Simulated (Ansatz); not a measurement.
# HfRu (Pm-3m): all-electron equation of state, by script

Aim: an all-electron equation of state, for HfRu (Pm-3m), run from a script.

All numbers are computed with the Python package of Ansatz 0.2.0. Level of theory: DFT PBEsol, all-electron LAPW.

## 1. The system

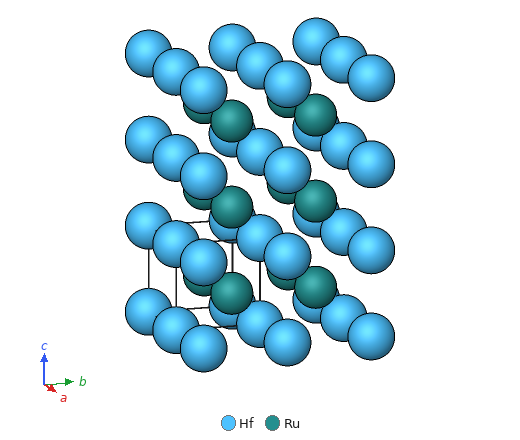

The structure that the script starts from, seen slightly off an axis (hafnium blue, ruthenium teal). 2×2×3 cells are drawn. Atoms on cell faces are repeated.

No structure file is read: the coordinates are typed or built in the script.

## 2. The script

Contents of hfru_eos_lapw.py:

```python
"""E(V) of HfRu on LAPW."""

import logging
import sys
import warnings

import ansatz
from ase.eos import EquationOfState
from ase.units import GPa
import numpy as np

logging.basicConfig(stream=sys.stdout, format="%(levelname)s %(message)s")
logger = logging.getLogger("run")
logger.setLevel(logging.INFO)

vectors0 = np.array([
    [3.233, 0.0, 0.0],
    [0.0, 3.233, 0.0],
    [0.0, 0.0, 3.233],
])
sites = [
    ("Hf", (0.0, 0.0, 0.0)),
    ("Ru", (0.5, 0.5, 0.5)),
]


def crystal_on(cell):
    crystal = ansatz.Crystal(lattice=ansatz.Lattice.of(cell))
    for symbol, position in sites:
        crystal = crystal.atom(symbol, position)
    return crystal


def main() -> None:
    warnings.simplefilter("ignore", ansatz.DeckWarning)

    volumes, energies = [], []
    for scale in np.linspace(0.94, 1.06, 7):
        cell = vectors0 * scale ** (1 / 3)
        setup = crystal_on(cell).calculation()
        setup = setup.functional("pbesol")
        setup = setup.occupations("fermi_dirac", width=0.15)
        setup = setup.kpoints(7, 7, 7)
        setup = setup.pseudopotentials("all_electron", lapw=True, basis_error=0.002)
        rep = setup.run(threads=1, backend="cpu").report
        volumes.append(abs(np.linalg.det(cell)) / len(sites))
        energies.append(rep["free_energy_ev"] / len(sites))
        logger.info(f"{scale:.3f} {volumes[-1]:9.4f} A^3/atom {energies[-1]:16.5f} eV/atom  +- {1000 * rep['lapw_basis_errors']['total_ev_per_atom']:.2f} meV")
    v0, e0, bulk = EquationOfState(volumes, energies, eos="birchmurnaghan").fit()
    logger.info(f"V0 = {v0:.4f} A^3/atom, B0 = {bulk / GPa:.1f} GPa")


if __name__ == "__main__":
    main()
```

## 3. What the engine is handed

The package turns the script's settings into the engine's input (first run):

```yaml
crystal:
  lattice:
    - [3.1670018894774103, 0.0, 0.0]
    - [0.0, 3.1670018894774103, 0.0]
    - [0.0, 0.0, 3.1670018894774103]
  atoms:
    - { symbol: Hf, position: [0.0, 0.0, 0.0] }
    - { symbol: Ru, position: [0.5, 0.5, 0.5] }
kpoints:
  mp_grid:
    grid: [7, 7, 7]
hamiltonian:
  xc: pbesol
  pseudopotentials:
    kind: all_electron
    lapw:
      basis_error: 0.002
scf:
  occupations:
    method: fermi_dirac
    width: 0.15
```

## 4. The run

The run is started by

```
$ python hfru_eos_lapw.py
```

What it wrote:

```text
INFO 0.940   15.8824 A^3/atom    -266680.72924 eV/atom  +- 0.52 meV
INFO 0.960   16.2203 A^3/atom    -266680.74352 eV/atom  +- 0.53 meV
INFO 0.980   16.5582 A^3/atom    -266680.74769 eV/atom  +- 0.51 meV
INFO 1.000   16.8961 A^3/atom    -266680.74275 eV/atom  +- 0.54 meV
INFO 1.020   17.2340 A^3/atom    -266680.72958 eV/atom  +- 0.52 meV
INFO 1.040   17.5720 A^3/atom    -266680.70900 eV/atom  +- 0.52 meV
INFO 1.060   17.9099 A^3/atom    -266680.68178 eV/atom  +- 0.52 meV
INFO V0 = 16.5399 A^3/atom, B0 = 212.6 GPa
```

Wall time 3.6 min (1 thread of AMD EPYC, shared host); peak memory 0.39 GiB.

## 5. What changed from run to run

The engine's inputs for some of the other runs:

Run 3, against run 1:

```diff
@@ -3,3 +3,3 @@
-    - [3.1670018894774103, 0.0, 0.0]
-    - [0.0, 3.1670018894774103, 0.0]
-    - [0.0, 0.0, 3.1670018894774103]
+    - [3.2113013596301756, 0.0, 0.0]
+    - [0.0, 3.2113013596301756, 0.0]
+    - [0.0, 0.0, 3.2113013596301756]
```

Run 4, against run 1:

```diff
@@ -3,3 +3,3 @@
-    - [3.1670018894774103, 0.0, 0.0]
-    - [0.0, 3.1670018894774103, 0.0]
-    - [0.0, 0.0, 3.1670018894774103]
+    - [3.233, 0.0, 0.0]
+    - [0.0, 3.233, 0.0]
+    - [0.0, 0.0, 3.233]
```

Run 7, against run 1:

```diff
@@ -3,3 +3,3 @@
-    - [3.1670018894774103, 0.0, 0.0]
-    - [0.0, 3.1670018894774103, 0.0]
-    - [0.0, 0.0, 3.1670018894774103]
+    - [3.296408254891025, 0.0, 0.0]
+    - [0.0, 3.296408254891025, 0.0]
+    - [0.0, 0.0, 3.296408254891025]
```

Lines on the test bed's own set-up are left out of the output.

## 6. Run by run

From the records of these 7 runs:

| run | volume (Å³/atom) | energy from run 3 (meV/atom) | SCF cycles | CPU time (s) |
| --- | --- | --- | --- | --- |
| 1 | 15.882 | 18.45 | 12 | 26 |
| 2 | 16.220 | 4.17 | 12 | 22 |
| 3 | 16.558 | 0.00 | 11 | 25 |
| 4 | 16.896 | 4.94 | 12 | 22 |
| 5 | 17.234 | 18.11 | 11 | 22 |
| 6 | 17.572 | 38.69 | 11 | 17 |
| 7 | 17.910 | 65.91 | 12 | 19 |

Energies are free energies F = E - TS of the smeared occupations. 

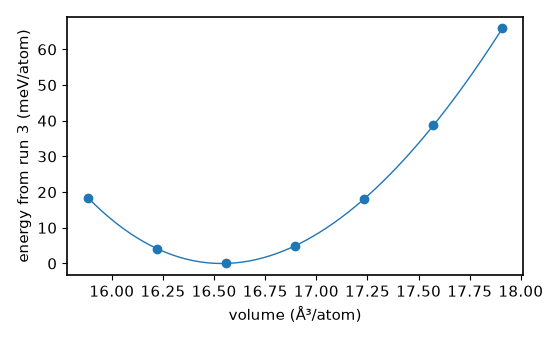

Energy against volume; the line is a third-order Birch-Murnaghan fit.

## 7. Results

```
                      quantity           value
                 runs compared               7
               range of energy  65.91 meV/atom
lowest point, volume (Å³/atom)          16.558
      equilibrium volume (fit)   16.54 Å³/atom
            bulk modulus (fit)         213 GPa
```

A third-order Birch-Murnaghan fit through the 7 points has its minimum at 16.54 Å³ an atom, 2.1 % below the typed cell, with a bulk modulus of 213 GPa and dB/dP = 4.1. From that minimum the energy rises by 18.5 meV an atom on the compressed side and 65.9 meV on the expanded side. Caveats:
- All-electron totals depend on functional, relativistic treatment and basis; only differences at equal settings carry meaning.
- The mesh is modest for a metal, so energies can be off by several to tens of meV an atom and pressures by half a GPa or more; differences at equal mesh fare better.
- A Fermi-Dirac width this large means warm electrons, whose thermal share enters the free energy.
- Spin-orbit coupling, which matters for elements this heavy, is left out.
